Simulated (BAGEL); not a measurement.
# SiCNF2 (SMILES N#C[Si](F)F) at UHF/aug-cc-pVDZ (density fitting with qzvpp-jkfit)

What is the vertical ionisation energy of SiCNF2 at UHF/aug-cc-pVDZ (density fitting with qzvpp-jkfit)? 

The calculation is run with BAGEL 1.2.2.

7 further runs of the same task are left out: 5 that didn't finish, 2 set aside as unsound or not needed. Runs told in other sessions of the task aren't counted.

## Step 1: The system as given

SiCNF2 has 5 atoms, charge 0, and is taken as a doublet. As SMILES, `N#C[Si](F)F`. The shape is that of a PBE0-D4/def2-TZVP optimisation.

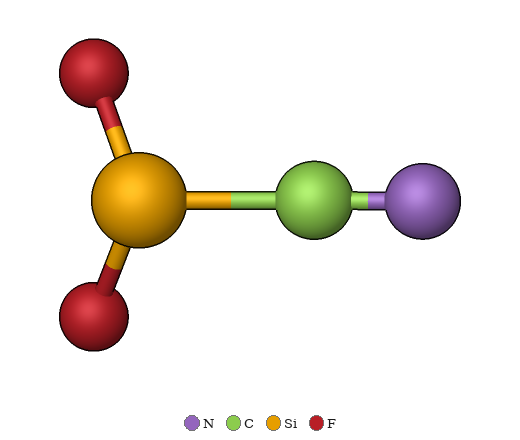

Viewed from a chosen angle; nitrogen purple, carbon green, silicon amber, fluorine red.

## Step 2: The energy at UHF/aug-cc-pVDZ (density fitting with qzvpp-jkfit)

Contents of input.json:

```json
{ "bagel": [

{
  "title": "molecule",
  "basis": "aug-cc-pvdz.json",
  "df_basis": "qzvpp-jkfit",
  "angstrom": true,
  "geometry": [
    { "atom": "N", "xyz": [       1.426100,      -1.103800,       1.364300 ] },
    { "atom": "C", "xyz": [       0.743000,      -0.566400,       0.607500 ] },
    { "atom": "Si", "xyz": [      -0.192800,       0.214100,      -0.773500 ] },
    { "atom": "F", "xyz": [      -1.655600,      -0.382400,      -0.757500 ] },
    { "atom": "F", "xyz": [      -0.270900,       1.764900,      -0.482300 ] }
  ]
},

{ "title": "uhf", "nopen": 1 },

{ "title": "print", "file": "orbitals.molden", "orbitals": true }

]}
```

The basis set aug-cc-pVDZ is read from a file made from the Basis Set Exchange's data (not shown).

The run is started by

```
BAGEL_NUM_THREADS=1 BAGEL input.json > input.out
```

The log of the run:

```text
* using 1 threads per process

  ===============================================================
  ===============================================================

  *** Geometry ***

  { "atom" : "N", "xyz" : [      2.694938,     -2.085880,      2.578153 ] },
  { "atom" : "C", "xyz" : [      1.404067,     -1.070341,      1.148009 ] },
  { "atom" : "Si", "xyz" : [     -0.364339,      0.404590,     -1.461703 ] },
  { "atom" : "F", "xyz" : [     -3.128631,     -0.722631,     -1.431468 ] },
  { "atom" : "F", "xyz" : [     -0.511927,      3.335178,     -0.911415 ] },

  Number of auxiliary basis functions:      434

  Since a DF basis is specified, we compute 2- and 3-index integrals:
    o Being stored without compression. Storage requirement is 0.049 GB

  Number of basis functions:      119
  Number of electrons      :       45

    * METHOD: MOLECULE                             0.24

  *** Open-shell HF ***

  === Nuclear Repulsion ===
   200.0261030113

      * DIIS with orbital gradients will be used.

  === UHF iteration (aug-cc-pvdz.json) ===
      0       -579.60069142          0.04846334           0.20
      1       -579.78773745          0.05346517           0.20
      2       -579.88204234          0.04225898           0.20
      3       -580.23300850          0.00587056           0.20
      4       -580.24018878          0.00168720           0.21
      5       -580.24128817          0.00047008           0.21
      6       -580.24144356          0.00015868           0.21
      7       -580.24148488          0.00007052           0.21
      8       -580.24150610          0.00003375           0.21
      9       -580.24151773          0.00001994           0.21
     10       -580.24152171          0.00001231           0.20
     11       -580.24152686          0.00000974           0.21
     12       -580.24153239          0.00000838           0.20
     13       -580.24153822          0.00000704           0.20
     14       -580.24154641          0.00000524           0.20
     15       -580.24155297          0.00000331           0.20
[... 17 lines of this table left out ...]
     33       -580.24156850          0.00000024           0.22
     34       -580.24156852          0.00000018           0.21
     35       -580.24156852          0.00000011           0.21
     36       -580.24156852          0.00000008           0.21
     37       -580.24156852          0.00000003           0.20
     38       -580.24156852          0.00000002           0.21
     39       -580.24156852          0.00000001           0.20
     40       -580.24156852          0.00000001           0.21
    * SCF iteration converged.

    * S^2 (UHF) is 0.7593

    * Permanent dipole moment:
           (    0.170479,    -0.233682,     0.965842) a.u.

    * METHOD: UHF                                  8.75

    * METHOD: PRINT                                0.04

  ===============================================================
```

Run time: 9.3 s. Hardware: 1 thread of Arm Neoverse V1, shared host; peak memory 0.15 GiB.

## Step 3: The singlet cation, same level

Contents of hf.json:

```json
{ "bagel": [

{
  "title": "molecule",
  "basis": "aug-cc-pvdz.json",
  "df_basis": "qzvpp-jkfit",
  "angstrom": true,
  "geometry": [
    { "atom": "N", "xyz": [       1.426100,      -1.103800,       1.364300 ] },
    { "atom": "C", "xyz": [       0.743000,      -0.566400,       0.607500 ] },
    { "atom": "Si", "xyz": [      -0.192800,       0.214100,      -0.773500 ] },
    { "atom": "F", "xyz": [      -1.655600,      -0.382400,      -0.757500 ] },
    { "atom": "F", "xyz": [      -0.270900,       1.764900,      -0.482300 ] }
  ]
},

{
  "title": "hf",
  "charge": 1
},

{
  "title": "print",
  "file": "orbitals.molden",
  "orbitals": true
}

]}
```

The basis set aug-cc-pVDZ is read from a file made from the Basis Set Exchange's data (not shown).

The run is started by

```
BAGEL_NUM_THREADS=1 BAGEL hf.json > hf.out
```

The log of the run:

```text
* using 1 threads per process

  ===============================================================
  ===============================================================

  *** Geometry ***

  { "atom" : "N", "xyz" : [      2.694938,     -2.085880,      2.578153 ] },
  { "atom" : "C", "xyz" : [      1.404067,     -1.070341,      1.148009 ] },
  { "atom" : "Si", "xyz" : [     -0.364339,      0.404590,     -1.461703 ] },
  { "atom" : "F", "xyz" : [     -3.128631,     -0.722631,     -1.431468 ] },
  { "atom" : "F", "xyz" : [     -0.511927,      3.335178,     -0.911415 ] },

  Number of auxiliary basis functions:      434

  Since a DF basis is specified, we compute 2- and 3-index integrals:
    o Being stored without compression. Storage requirement is 0.049 GB

  Number of basis functions:      119
  Number of electrons      :       45

    * METHOD: MOLECULE                             0.25

  *** RHF ***

  === Nuclear Repulsion ===
   200.0261030113

      * DIIS with orbital gradients will be used.

  === RHF iteration (aug-cc-pvdz.json) ===
      0       -579.22951255          0.02746720           0.10
      1       -578.79279198          0.04418719           0.10
      2       -579.81911078          0.00510672           0.10
      3       -579.84158438          0.00210056           0.10
      4       -579.84736804          0.00067585           0.10
      5       -579.84806425          0.00025850           0.10
      6       -579.84817153          0.00010368           0.10
      7       -579.84819839          0.00005238           0.10
      8       -579.84820543          0.00003019           0.10
      9       -579.84820724          0.00001812           0.10
     10       -579.84820798          0.00000934           0.10
     11       -579.84820818          0.00000505           0.10
     12       -579.84820821          0.00000232           0.10
     13       -579.84820822          0.00000086           0.10
     14       -579.84820822          0.00000032           0.10
     15       -579.84820822          0.00000016           0.10
     16       -579.84820822          0.00000007           0.10
     17       -579.84820822          0.00000004           0.10
     18       -579.84820822          0.00000002           0.10
     19       -579.84820822          0.00000001           0.10
     20       -579.84820822          0.00000001           0.10
    * SCF iteration converged.

    * Permanent dipole moment:
           (   -0.445885,     0.033563,     1.981758) a.u.

    * METHOD: HF                                   2.36

    * METHOD: PRINT                                0.04

  ===============================================================
```

It took 2.8 s on 1 thread of Arm Neoverse V1, shared host; peak memory 0.15 GiB.

## Step 4: Outcome

At UHF/aug-cc-pVDZ (density fitting with qzvpp-jkfit):

```
                                          quantity          value
                      doublet SiCNF2: total energy  -580.24157 Eh
                     doublet SiCNF2: dipole moment         2.56 D
                              doublet SiCNF2: ⟨S²⟩          0.759
                      singlet cation: total energy  -579.84821 Eh
                       singlet cation: HOMO energy      -19.74 eV
                       singlet cation: LUMO energy       -9.67 eV
                     singlet cation: HOMO–LUMO gap       10.08 eV
vertical ionisation energy (to the singlet cation)      10.704 eV
```

Removing an electron at fixed nuclei costs 10.70 eV (247 kcal/mol).
